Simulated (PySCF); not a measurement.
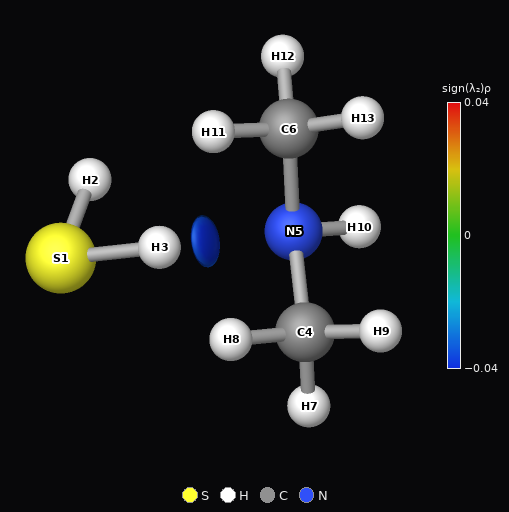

Figure. C2H9NS, SMILES `S.CNC`. Non-covalent interaction surfaces between the fragments (reduced density gradient s = 0.4, coloured by sign(λ₂)ρ in a.u.; trimmed to the region between the fragments where ρ is under 0.06 a.u.). Fragment A: H2S (atoms 1–3); fragment B: H7C2N.

Level of theory: B3LYP/aug-cc-pVDZ (PySCF), at a geometry from GFN2-xTB. GFN2-xTB bond lengths at metals and heavier atoms can be off by up to 0.1 Å and shapes distorted, which carries into these values.

Input script:

```python
import numpy as np
from pyscf import gto, scf, dft
from pyscf.scf import atom_ks, atom_hf
from scipy.linalg import block_diag
from pyscf.dispersion import dftd3

def solve(mol, dm0=None, hcore=None):
    mf = (dft.UKS if mol.spin else dft.RKS)(mol, xc='b3lyp')
    mf.grids.level = 3
    mf = mf.density_fit(auxbasis='def2-universal-jkfit')
    mf.conv_tol, mf.max_cycle = 1e-8, 80
    if hcore is not None:
        mf.get_hcore = lambda *args: hcore
    mf.kernel(dm0)
    if not mf.converged:
        mf = mf.newton().run(mf.mo_coeff, mf.mo_occ, max_cycle=30)
    assert mf.converged, 'SCF not converged'
    return mf

mol = gto.M(atom='''
S     -2.12895     0.05453    -0.09238
H     -2.34929    -0.88456     0.81707
H     -0.79647     0.03060     0.12973
C      1.55088     1.21480    -0.12562
N      1.02081    -0.01736     0.43306
C      1.57057    -1.20227    -0.20263
H      1.10723     2.06064     0.39571
H      1.27050     1.26755    -1.17739
H      2.64419     1.28365    -0.05283
H      1.21374    -0.04605     1.43113
H      1.27425    -1.20153    -1.25144
H      1.15820    -2.08864     0.27595
H      2.66648    -1.24777    -0.15174
''', basis='aug-cc-pvdz', charge=0, spin=0, verbose=4)
mol_a = gto.M(atom='''
S     -2.12895     0.05453    -0.09238
H     -2.34929    -0.88456     0.81707
H     -0.79647     0.03060     0.12973
ghost-C      1.55088     1.21480    -0.12562
ghost-N      1.02081    -0.01736     0.43306
ghost-C      1.57057    -1.20227    -0.20263
ghost-H      1.10723     2.06064     0.39571
ghost-H      1.27050     1.26755    -1.17739
ghost-H      2.64419     1.28365    -0.05283
ghost-H      1.21374    -0.04605     1.43113
ghost-H      1.27425    -1.20153    -1.25144
ghost-H      1.15820    -2.08864     0.27595
ghost-H      2.66648    -1.24777    -0.15174
''', basis='aug-cc-pvdz', charge=0, spin=0, verbose=4)
mol_b = gto.M(atom='''
ghost-S     -2.12895     0.05453    -0.09238
ghost-H     -2.34929    -0.88456     0.81707
ghost-H     -0.79647     0.03060     0.12973
C      1.55088     1.21480    -0.12562
N      1.02081    -0.01736     0.43306
C      1.57057    -1.20227    -0.20263
H      1.10723     2.06064     0.39571
H      1.27050     1.26755    -1.17739
H      2.64419     1.28365    -0.05283
H      1.21374    -0.04605     1.43113
H      1.27425    -1.20153    -1.25144
H      1.15820    -2.08864     0.27595
H      2.66648    -1.24777    -0.15174
''', basis='aug-cc-pvdz', charge=0, spin=0, verbose=4)
ab, a, b = solve(mol), solve(mol_a), solve(mol_b)
e_int = ab.e_tot - a.e_tot - b.e_tot
print('counterpoise-corrected interaction energy / kcal/mol', e_int * 627.5095)
def disp(atoms, charge):
    m = gto.M(atom=atoms, charge=charge, basis='sto-3g', spin=None, unit='Bohr', verbose=0)
    return dftd3.DFTD3Dispersion(m, xc='b3lyp', version='d3bj').get_dispersion()['energy']
e_disp = disp(mol._atom, mol.charge) - disp(mol._atom[:3], mol_a.charge) - disp(mol._atom[3:], mol_b.charge)
print('D3(BJ) part / kcal/mol', e_disp * 627.5095)
# spherically averaged free atoms, for the promolecule
atm = atom_ks.get_atm_nrks(mol, xc='b3lyp')
pro = block_diag(*[(atm[a[0]][2] * atm[a[0]][3]) @ atm[a[0]][2].T for a in mol._atom])
np.savez('result.npz', e_int=e_int, e_disp=e_disp, dm_a=a.make_rdm1(), dm_b=b.make_rdm1(), c=ab.mo_coeff, occ=ab.mo_occ, eps=ab.mo_energy, pro=pro, d=[f.dip_moment(verbose=0) for f in (ab, a, b)])
```

Run with:

```sh
OMP_NUM_THREADS=1 python input.py
```

The run took 2.5 min on 1 thread of Intel(R) Xeon(R) Processor @ 2.50GHz (Skylake/Cascade Lake), with other jobs on the host, peak memory 0.79 GiB.

Partitions, critical points and surface values were worked out afterwards from this run's density.

Q: Interpret the surfaces between the fragments.

A: Bond critical points between the fragments: H3···N5, hydrogen bond, 1.84 Å, ρ = 0.043 a.u. It appears blue (attractive, sign(λ₂)ρ well below zero). The pose is a local one from a semi-empirical search, not shown to be the most stable.

Q: How strongly are they bound?

A: The counterpoise-corrected interaction energy of the frozen fragments is −2.2 kcal/mol without dispersion correction and −4.9 kcal/mol with D3(BJ). The pair geometry is semi-empirical, not a minimum at this level.
